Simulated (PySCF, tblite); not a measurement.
# C3H3F3O: protonation

Aim: compute the protonation of C3H3F3O (`CC(=O)C(F)(F)F`).

Computed with tblite 0.8.0 and PySCF 2.14.0 and routines of our own; the level stands in each step. Atoms count from 0.

## 1. The starting structure

10 atoms, charge 0, multiplicity 1; geometry from: start built from the parent or by distance geometry.

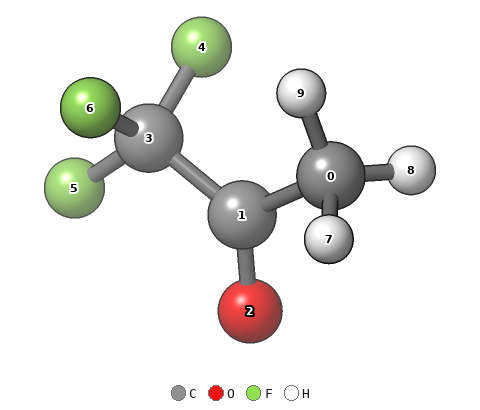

The starting geometry (carbon grey, oxygen red, fluorine green, hydrogen white).

## 2. Geometry optimisation with GFN2-xTB

What the job is given:

```
{"job": {"kind": "relax", "xc": "GFN2-xTB", "basis": "xTB"}, "charge": 0, "multiplicity": 1}
C      1.271200     0.028700    -0.423700
C      0.143800    -0.042600     0.583700
O      0.429400    -0.136200     1.805000
C     -1.271000    -0.024800     0.101500
F     -1.374000    -1.163200    -0.699900
F     -2.162100    -0.063900     1.151800
F     -1.517500     1.134900    -0.612100
H      1.869600     0.948200    -0.122600
H      1.841900    -0.904600    -0.407600
H      0.786400     0.232800    -1.421400
```

On the command line:

```bash
$ OMP_NUM_THREADS=1 python redox_run.py task.json out
```

This one command runs all jobs of the session in turn.

The log of the run:

```text
step      E/eV     max force
  0    -712.26795    5.371
  1    -712.51479    6.142
  2    -712.74130    1.091
  3    -712.79465    0.766
  4    -712.83151    0.329
  5    -712.83753    0.275
  6    -712.84697    0.156
  7    -712.84851    0.152
  8    -712.85065    0.112
  9    -712.85168    0.095
 10    -712.85246    0.066
 11    -712.85279    0.048
 12    -712.85301    0.048
 13    -712.85315    0.034
 14    -712.85326    0.031
 15    -712.85335    0.027
 16    -712.85346    0.028
 17    -712.85358    0.028
 18    -712.85368    0.023
 19    -712.85374    0.021
 20    -712.85378    0.018
 21    -712.85383    0.020
 22    -712.85388    0.021
 23    -712.85393    0.022
 24    -712.85396    0.020
 25    -712.85399    0.016
 26    -712.85402    0.018
 27    -712.85406    0.017
 28    -712.85409    0.018
 29    -712.85413    0.020
 30    -712.85417    0.025
 31    -712.85424    0.030
 32    -712.85432    0.030
 33    -712.85443    0.030
 34    -712.85460    0.042
 35    -712.85481    0.047
 36    -712.85506    0.046
 37    -712.85528    0.042
 38    -712.85555    0.045
 39    -712.85604    0.081
 40    -712.85700    0.153
 41    -712.85843    0.219
 42    -712.85662    0.402
 43    -712.86261    0.125
 44    -712.86427    0.102
 45    -712.86603    0.356
 46    -712.86818    0.126
 47    -712.86948    0.106
 48    -712.87095    0.447
 49    -712.87346    0.055
 50    -712.87430    0.065
 51    -712.87470    0.279
 52    -712.87559    0.103
 53    -712.87599    0.070
 54    -712.87666    0.055
 55    -712.87685    0.042
 56    -712.87715    0.038
 57    -712.87738    0.051
 58    -712.87751    0.027
 59    -712.87758    0.048
 60    -712.87764    0.026
 61    -712.87769    0.025
 62    -712.87775    0.025
 63    -712.87805    0.050
 64    -712.87829    0.073
 65    -712.87876    0.103
 66    -712.87963    0.121
 67    -712.88123    0.151
 68    -712.88283    0.145
 69    -712.88447    0.098
 70    -712.88512    0.106
 71    -712.88447    0.240
 72    -712.88643    0.137
 73    -712.88749    0.091
 74    -712.88838    0.095
 75    -712.88940    0.125
 76    -712.89018    0.068
 77    -712.89059    0.052
 78    -712.89090    0.044
 79    -712.89122    0.045
 80    -712.89153    0.043
 81    -712.89181    0.049
 82    -712.89198    0.057
 83    -712.89189    0.071
 84    -712.89210    0.013
 85    -712.89212    0.022
 86    -712.89215    0.017
 87    -712.89219    0.014
 88    -712.89221    0.010
 89    -712.89223    0.009
```

Run time: 0.54 s. Hardware: 1 thread of Arm Neoverse N1, shared host.

Step by step: (not every step is listed)

```
step  energy from step 0 (eV)  largest force (eV/Å)
   0                   0.0000                5.3706
   1                  -0.2468                6.1421
   2                  -0.4733                1.0911
   3                  -0.5267                0.7656
   4                  -0.5636                0.3287
   5                  -0.5696                0.2750
   6                  -0.5790                0.1560
   7                  -0.5806                0.1515
   8                  -0.5827                0.1122
  15                  -0.5854                0.0275
  22                  -0.5859                0.0211
  29                  -0.5862                0.0197
  36                  -0.5871                0.0457
  43                  -0.5947                0.1255
  50                  -0.6063                0.0653
  57                  -0.6094                0.0506
  64                  -0.6103                0.0730
  71                  -0.6165                0.2400
  78                  -0.6229                0.0436
  84                  -0.6241                0.0127
  85                  -0.6242                0.0221
  86                  -0.6242                0.0166
  87                  -0.6242                0.0139
  88                  -0.6243                0.0103
  89                  -0.6243                0.0093
```

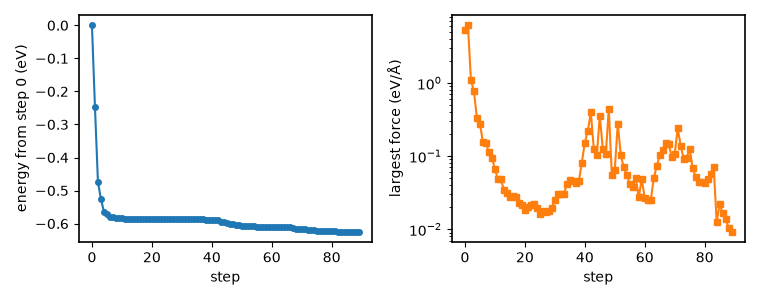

Energy and force, step by step.

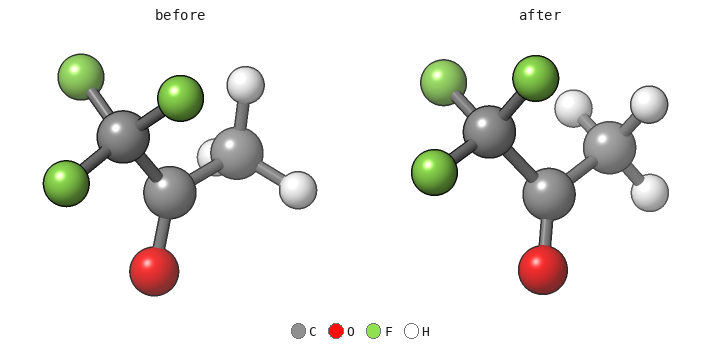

The geometry before (left) and after (right).

Distances of close pairs at the start and the end, largest changes first:

```csv
bond,before (Å),after (Å),change (Å)
C1–C3,1.495,1.564,+0.069
C1–O2,1.258,1.194,-0.064
C3–F4,1.396,1.344,-0.052
C0–H7,1.138,1.086,-0.052
C3–F5,1.378,1.328,-0.050
C3–F6,1.384,1.344,-0.040
C0–H9,1.128,1.090,-0.038
C0–C1,1.514,1.489,-0.024
```

The end geometry stands in the next job.

## 3. Harmonic vibrations with GFN2-xTB

What the job is given:

```
{"job": {"kind": "ir", "xc": "GFN2-xTB", "basis": "xTB"}, "charge": 0, "multiplicity": 1}
C      1.233868     0.110816    -0.411912
C      0.212864     0.118850     0.672527
O      0.391520     0.299334     1.838766
C     -1.228003    -0.146383     0.125304
F     -1.288884    -1.329585    -0.508688
F     -2.152500    -0.152594     1.079128
F     -1.576137     0.789509    -0.774049
H      2.220440     0.295304     0.003003
H      1.215507    -0.852499    -0.921639
H      0.989091     0.876556    -1.147495
```

The log of the run:

```text
mode    cm-1     km/mol
  1      35.0      6.53
  2     123.1      0.90
  3     189.7      6.22
  4     211.8      2.60
  5     334.2      5.09
  6     394.9      9.48
  7     442.3     12.58
  8     509.7     17.55
  9     590.9      0.25
 10     591.3     45.61
 11     713.7      0.43
 12     985.9     80.45
 13     990.5     29.54
 14    1054.3    226.58
 15    1075.9    167.00
 16    1116.1    282.35
 17    1187.1      2.98
 18    1358.4     66.33
 19    1426.6     21.72
 20    1426.8     25.91
 21    1823.4    311.30
 22    3009.8      0.16
 23    3022.4      1.30
 24    3067.9      2.22
ZPE 153.610  H(298)-E 175.326  G(298)-E 70.694 kJ/mol  S 350.94 J/(mol K)
```

Run time: 0.37 s. Hardware: 1 thread of Arm Neoverse N1, shared host; peak memory 0.19 GiB.

The strongest bands and the atoms that carry them (share of the mass-weighted mode):

```csv
cm⁻¹,km/mol,atoms
591,45.6,"C0 19 %, O2 17 %, F6 15 %, C1 13 %"
986,80.5,"H9 27 %, C1 21 %, H8 20 %, C0 16 %"
990,29.5,"C0 28 %, H8 20 %, C1 13 %, H9 13 %"
1054,226.6,"C3 68 %, F6 12 %, F4 11 %"
1076,167.0,"C3 46 %, H7 13 %, C1 12 %"
1116,282.4,"C3 61 %, F5 16 %"
1358,66.3,"H8 34 %, H9 34 %, C0 19 %, H7 13 %"
1823,311.3,"C1 61 %, O2 38 %"
```

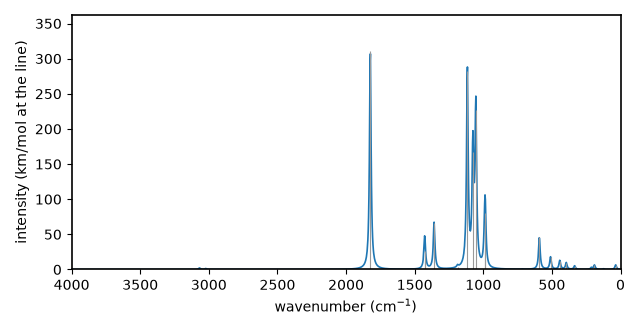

The infrared spectrum from these modes, unscaled. Lines are broadened to a width of 14 cm⁻¹ (Lorentzian).

## 4. Relaxing the molecule at PBE0-D3(BJ)/def2-SVP

The job, as its differences from that of step 3:

```diff
@@ -1,2 +1,2 @@
-{"job": {"kind": "ir", "xc": "GFN2-xTB", "basis": "xTB"}, "charge": 0, "multiplicity": 1}
+{"job": {"xc": "PBE0", "basis": "def2-SVP", "d3": "d3bj", "grid": 1, "kind": "geom"}, "charge": 0, "multiplicity": 1}
 C      1.233868     0.110816    -0.411912
```

The log of the run:

```text
step   0  E = -490.01456905  max force = 0.015411
step   1  E = -490.01530690  max force = 0.008652
step   2  E = -490.01568945  max force = 0.003476
step   3  E = -490.01575641  max force = 0.001363
step   4  E = -490.01576634  max force = 0.000903
step   5  E = -490.01578613  max force = 0.000440
step   6  E = -490.01580594  max force = 0.001653
step   7  E = -490.01582108  max force = 0.003532
step   8  E = -490.01584954  max force = 0.002602
step   9  E = -490.01587221  max force = 0.000147
step  10  E = -490.01587225  max force = 0.000142
optimisation converged
```

It took 76 s on 1 thread of Arm Neoverse N1, shared host; peak memory 0.47 GiB.

Step by step:

| step | energy from step 0 (eV) | largest force component (eV/Å) |
| --- | --- | --- |
| 0 | 0.0000 | 0.7925 |
| 1 | -0.0201 | 0.4449 |
| 2 | -0.0305 | 0.1787 |
| 3 | -0.0323 | 0.0701 |
| 4 | -0.0326 | 0.0464 |
| 5 | -0.0331 | 0.0226 |
| 6 | -0.0337 | 0.0850 |
| 7 | -0.0341 | 0.1816 |
| 8 | -0.0348 | 0.1338 |
| 9 | -0.0355 | 0.0076 |
| 10 | -0.0355 | 0.0073 |

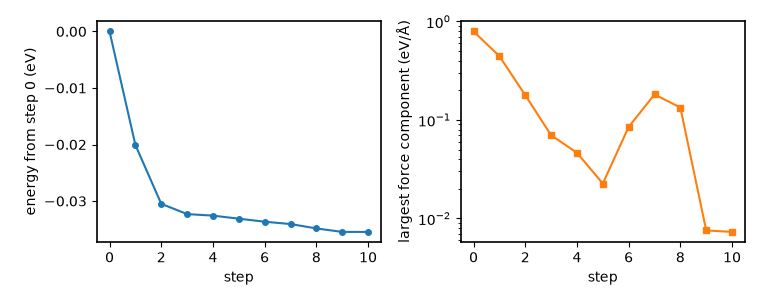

Energy and largest force along the relaxation.

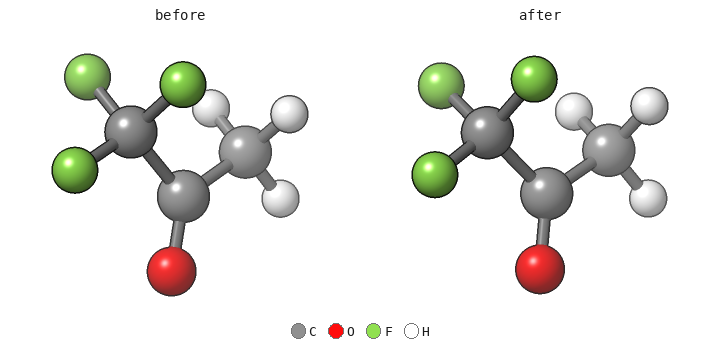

The geometry before (left) and after (right).

Close pairs (by a distance rule), those that changed most:

| bond | before (Å) | after (Å) | change (Å) |
| --- | --- | --- | --- |
| C1–C3 | 1.564 | 1.546 | -0.018 |
| C3–F5 | 1.328 | 1.317 | -0.011 |
| C0–H9 | 1.090 | 1.101 | +0.011 |
| C0–H8 | 1.090 | 1.101 | +0.011 |
| C0–H7 | 1.086 | 1.096 | +0.010 |
| C0–C1 | 1.489 | 1.497 | +0.007 |
| C3–F6 | 1.344 | 1.337 | -0.007 |
| C3–F4 | 1.344 | 1.337 | -0.007 |

The final coordinates are the input of the step that follows.

```csv
at the end point,value
point group (found at 0.08 Å tolerance),Cs
"rotational constants (GHz, main isotopes)","3.680, 2.477, 2.025"
dipole moment (D),2.49
```

## 5. Harmonic vibrations (C3H3F3O): PBE0-D3(BJ)/def2-SVP

What the job is given:

```
{"job": {"xc": "PBE0", "basis": "def2-SVP", "d3": "d3bj", "grid": 2, "kind": "hessian"}, "charge": 0, "multiplicity": 1}
C      1.229118     0.155762    -0.445881
C      0.186566     0.170990     0.628028
O      0.373022     0.447113     1.779392
C     -1.236876    -0.212884     0.161371
F     -1.226577    -1.448855    -0.348826
F     -2.106979    -0.169983     1.149269
F     -1.639108     0.622587    -0.801805
H      2.196949     0.447815    -0.022099
H      1.294177    -0.850491    -0.887971
H      0.942818     0.843602    -1.256259
```

The log of the run:

```text
coarse grid: 9464 points
cycle   1  E = -489.6909005059  dE =  1.179e+00  |g| = 1.164e+00  |ddm| = 3.376e+00
cycle   2  E = -488.9769682399  dE =  7.139e-01  |g| = 2.291e+00  |ddm| = 2.955e+00
cycle   3  E = -489.9325859935  dE = -9.556e-01  |g| = 2.612e-01  |ddm| = 2.240e+00
cycle   4  E = -489.9433931853  dE = -1.081e-02  |g| = 1.220e-01  |ddm| = 3.007e-01
cycle   5  E = -489.9460472760  dE = -2.654e-03  |g| = 1.440e-02  |ddm| = 1.084e-01
cycle   6  E = -489.9460920988  dE = -4.482e-05  |g| = 4.952e-03  |ddm| = 1.573e-02
cycle   7  E = -489.9460969223  dE = -4.823e-06  |g| = 1.283e-03  |ddm| = 5.599e-03
final grid: 95760 points
cycle   8  E = -490.0157540337  dE = -9.245e-06  |g| = 1.180e-02  |ddm| = 1.968e-02
cycle   9  E = -490.0156783844  dE =  7.565e-05  |g| = 2.307e-02  |ddm| = 2.689e-02
cycle  10  E = -490.0157809889  dE = -1.026e-04  |g| = 1.807e-03  |ddm| = 1.901e-02
cycle  11  E = -490.0157816524  dE = -6.634e-07  |g| = 1.458e-04  |ddm| = 1.590e-03
cycle  12  E = -490.0157816544  dE = -2.032e-09  |g| = 9.325e-05  |ddm| = 1.719e-04
cycle  13  E = -490.0157816560  dE = -1.572e-09  |g| = 1.387e-05  |ddm| = 7.973e-05
cycle  14  E = -490.0157816560  dE = -4.138e-11  |g| = 3.333e-06  |ddm| = 1.939e-05
converged SCF energy = -490.0157816560

mode    cm-1
  1      36.9
  2     124.5
  3     229.9
  4     232.9
  5     366.7
  6     430.9
  7     507.0
  8     572.5
  9     630.0
 10     635.4
 11     794.0
 12     971.3
 13    1028.6
 14    1147.1
 15    1228.1
 16    1296.4
 17    1347.7
 18    1407.7
 19    1433.2
 20    1433.7
 21    1915.7
 22    3069.7
 23    3161.2
 24    3212.1
ZPE 162.771  H(298)-E 183.486  G(298)-E 80.756 kJ/mol  S 344.56 J/(mol K)
```

Run time: 4.5 min. Hardware: 1 thread of Arm Neoverse N1, shared host; peak memory 1.6 GiB.

Zero-point energy 162.77 kJ/mol (xTB gave 153.61).

## 6. Single point (C₃H₃F₃O): wB97X-D3(BJ)/def2-TZVP

Geometry: PBE0-D3(BJ)/def2-SVP.

The job, as its differences from that of step 5:

```diff
@@ -1,2 +1,2 @@
-{"job": {"xc": "PBE0", "basis": "def2-SVP", "d3": "d3bj", "grid": 2, "kind": "hessian"}, "charge": 0, "multiplicity": 1}
+{"job": {"kind": "sp", "xc": "wB97X", "basis": "def2-TZVP", "d3": "d3bj", "grid": 2}, "charge": 0, "multiplicity": 1}
 C      1.229118     0.155762    -0.445881
```

The log of the run:

```text
coarse grid: 9464 points
cycle   1  E = -490.8637060891  dE =  1.406e+00  |g| = 1.278e+00  |ddm| = 2.551e+00
cycle   2  E = -490.6410314941  dE =  2.227e-01  |g| = 1.814e+00  |ddm| = 1.605e+00
cycle   3  E = -491.1629801606  dE = -5.219e-01  |g| = 1.373e-01  |ddm| = 1.006e+00
cycle   4  E = -491.1654318615  dE = -2.452e-03  |g| = 8.260e-02  |ddm| = 1.039e-01
cycle   5  E = -491.1665484390  dE = -1.117e-03  |g| = 1.178e-02  |ddm| = 6.462e-02
cycle   6  E = -491.1665896256  dE = -4.119e-05  |g| = 4.325e-03  |ddm| = 1.773e-02
cycle   7  E = -491.1665963934  dE = -6.768e-06  |g| = 1.395e-03  |ddm| = 8.840e-03
final grid: 95760 points
cycle   8  E = -491.1703727585  dE = -7.506e-05  |g| = 8.574e-03  |ddm| = 3.291e-02
cycle   9  E = -491.1703707076  dE =  2.051e-06  |g| = 9.134e-03  |ddm| = 8.133e-03
cycle  10  E = -491.1703824613  dE = -1.175e-05  |g| = 9.605e-04  |ddm| = 4.995e-03
cycle  11  E = -491.1703825906  dE = -1.293e-07  |g| = 4.258e-04  |ddm| = 6.014e-04
cycle  12  E = -491.1703826177  dE = -2.717e-08  |g| = 7.285e-05  |ddm| = 3.178e-04
cycle  13  E = -491.1703826189  dE = -1.212e-09  |g| = 1.791e-05  |ddm| = 7.694e-05
converged SCF energy = -491.1703826189
```

Run time: 21 s. Hardware: 1 thread of Arm Neoverse N1, shared host; peak memory 1 GiB.

## 7. Relaxing the molecule with GFN2-xTB

This step treats C3H4F3O+, `CC(=[OH+])C(F)(F)F`.

What the job is given:

```
{"job": {"kind": "relax", "xc": "GFN2-xTB", "basis": "xTB"}, "charge": 1, "multiplicity": 1}
C      1.245400     0.149600    -0.451200
C      0.175800     0.179600     0.605000
O      0.390500     0.439500     1.782600
C     -1.239400    -0.198300     0.140800
F     -1.229800    -1.452700    -0.337500
F     -2.118000    -0.171700     1.140500
F     -1.638700     0.628400    -0.812800
H      2.208400     0.456800    -0.017100
H      1.303200    -0.857300    -0.889200
H      0.933500     0.840900    -1.251000
H      0.279500    -0.319800     2.397500
```

The log of the run:

```text
step      E/eV     max force
  0    -712.23098    3.983
  1    -712.40443    2.424
  2    -712.50222    1.452
  3    -712.67185    2.638
  4    -712.81391    3.316
  5    -712.95705    2.406
  6    -713.06657    0.898
  7    -713.11304    0.767
  8    -713.14322    0.457
  9    -713.15953    0.389
 10    -713.17667    0.479
 11    -713.19206    0.431
 12    -713.20759    0.240
 13    -713.21431    0.273
 14    -713.22643    0.281
 15    -713.23454    0.265
 16    -713.24000    0.153
 17    -713.24259    0.130
 18    -713.24454    0.119
 19    -713.24597    0.091
 20    -713.24686    0.085
 21    -713.24751    0.078
 22    -713.24818    0.074
 23    -713.24880    0.068
 24    -713.24929    0.060
 25    -713.24968    0.055
 26    -713.25000    0.056
 27    -713.25026    0.043
 28    -713.25045    0.038
 29    -713.25061    0.038
 30    -713.25079    0.036
 31    -713.25100    0.043
 32    -713.25125    0.047
 33    -713.25149    0.037
 34    -713.25169    0.039
 35    -713.25184    0.044
 36    -713.25198    0.046
 37    -713.25214    0.041
 38    -713.25232    0.049
 39    -713.25246    0.039
 40    -713.25258    0.033
 41    -713.25271    0.039
 42    -713.25292    0.047
 43    -713.25330    0.086
 44    -713.25393    0.112
 45    -713.25461    0.096
 46    -713.25501    0.046
 47    -713.25515    0.037
 48    -713.25525    0.031
 49    -713.25538    0.034
 50    -713.25550    0.030
 51    -713.25558    0.027
 52    -713.25563    0.023
 53    -713.25569    0.024
 54    -713.25574    0.028
 55    -713.25579    0.021
 56    -713.25584    0.020
 57    -713.25589    0.018
 58    -713.25593    0.014
 59    -713.25595    0.010
```

Wall time 0.8 s (1 thread of Arm Neoverse N1, shared host).

Step by step: (not every step is listed)

```csv
step,energy from step 0 (eV),largest force (eV/Å)
0,0.0000,3.9830
1,-0.1735,2.4244
2,-0.2712,1.4521
3,-0.4409,2.6382
4,-0.5829,3.3165
5,-0.7261,2.4060
6,-0.8356,0.8977
7,-0.8821,0.7670
8,-0.9122,0.4569
12,-0.9766,0.2401
16,-1.0090,0.1534
20,-1.0159,0.0850
24,-1.0183,0.0605
28,-1.0195,0.0375
32,-1.0203,0.0465
36,-1.0210,0.0460
40,-1.0216,0.0326
44,-1.0229,0.1120
48,-1.0243,0.0311
52,-1.0246,0.0229
54,-1.0248,0.0280
55,-1.0248,0.0208
56,-1.0249,0.0204
57,-1.0249,0.0185
58,-1.0249,0.0138
59,-1.0250,0.0101
```

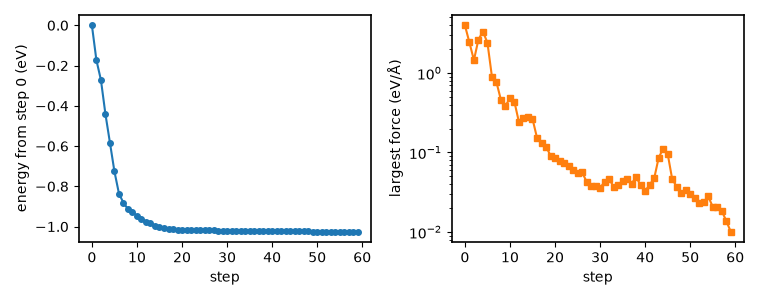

Energy and force, step by step.

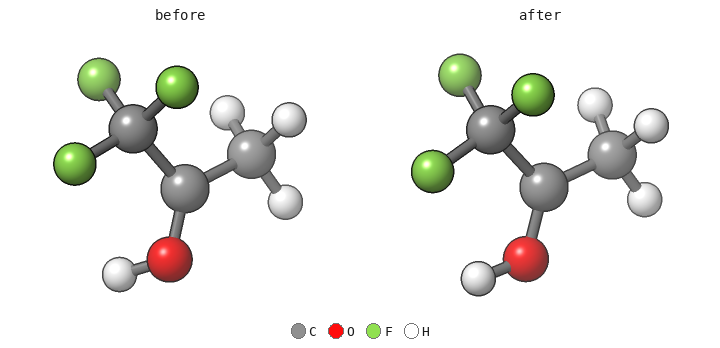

Before and after, at one scale.

Distances of close pairs at the start and the end, largest changes first:

| bond | before (Å) | after (Å) | change (Å) |
| --- | --- | --- | --- |
| C0–C1 | 1.503 | 1.436 | -0.068 |
| C1–C3 | 1.537 | 1.564 | +0.027 |
| C1–O2 | 1.225 | 1.252 | +0.027 |
| C3–F4 | 1.343 | 1.323 | -0.019 |
| C0–H7 | 1.100 | 1.090 | -0.010 |
| O2–H10 | 0.983 | 0.990 | +0.006 |
| C0–H8 | 1.100 | 1.101 | +0.002 |
| C3–F6 | 1.324 | 1.322 | -0.001 |

The next job starts from the end point, and lists it.

## 8. Infrared spectrum with GFN2-xTB

What the job is given:

```
{"job": {"kind": "ir", "xc": "GFN2-xTB", "basis": "xTB"}, "charge": 1, "multiplicity": 1}
C      1.257097     0.157102    -0.463415
C      0.268778     0.051863     0.572706
O      0.540821     0.210704     1.784396
C     -1.202012    -0.277785     0.156165
F     -1.246157    -1.466114    -0.424261
F     -1.958808    -0.290338     1.249771
F     -1.652116     0.637880    -0.684970
H      2.250263     0.370783    -0.068028
H      1.267443    -0.754892    -1.080867
H      0.960156     0.923958    -1.197062
H     -0.175125     0.132030     2.463186
```

The log of the run:

```text
mode    cm-1     km/mol
  1      39.4      0.25
  2     144.2     29.75
  3     194.1      0.91
  4     195.0      6.66
  5     329.7     35.58
  6     381.7     21.15
  7     430.5      5.28
  8     514.0      9.95
  9     566.4     13.61
 10     579.9     51.77
 11     732.6     10.69
 12     772.6    214.65
 13     930.7      3.94
 14     981.1     26.54
 15    1030.5    159.15
 16    1070.2    325.98
 17    1113.0    231.67
 18    1122.8    138.37
 19    1243.9    399.42
 20    1296.1     90.35
 21    1298.1     28.19
 22    1380.1     85.76
 23    1574.9    380.99
 24    2858.3     95.46
 25    2917.5    117.34
 26    3036.0     27.91
 27    3125.1    333.87
ZPE 178.592  H(298)-E 200.684  G(298)-E 95.632 kJ/mol  S 352.34 J/(mol K)
```

Wall time 0.41 s (1 thread of Arm Neoverse N1, shared host); peak memory 1 GiB.

Which atoms move in the most intense modes:

```
cm⁻¹  km/mol                       atoms
 773   214.7  H10 71 %, C1 13 %, O2 11 %
1030   159.2  H10 39 %, C3 19 %, C0 12 %
1070   326.0           C3 45 %, H10 29 %
1113   231.7            C3 71 %, F4 17 %
1123   138.4   C3 73 %, F5 12 %, F6 11 %
1244   399.4            H8 43 %, H9 42 %
1575   381.0            C1 63 %, O2 27 %
3125   333.9                    H10 94 %
```

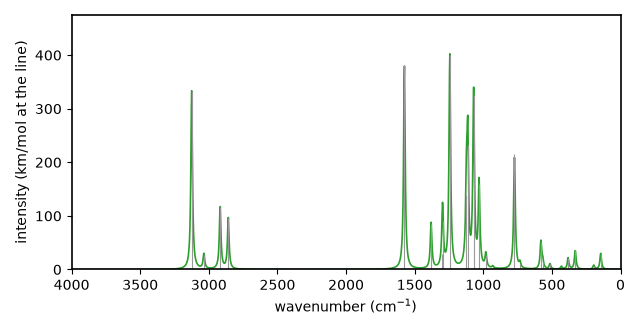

The infrared spectrum from these modes, unscaled. Lines are broadened to a width of 14 cm⁻¹ (Lorentzian).

(Part 1 of 2 ends here.)
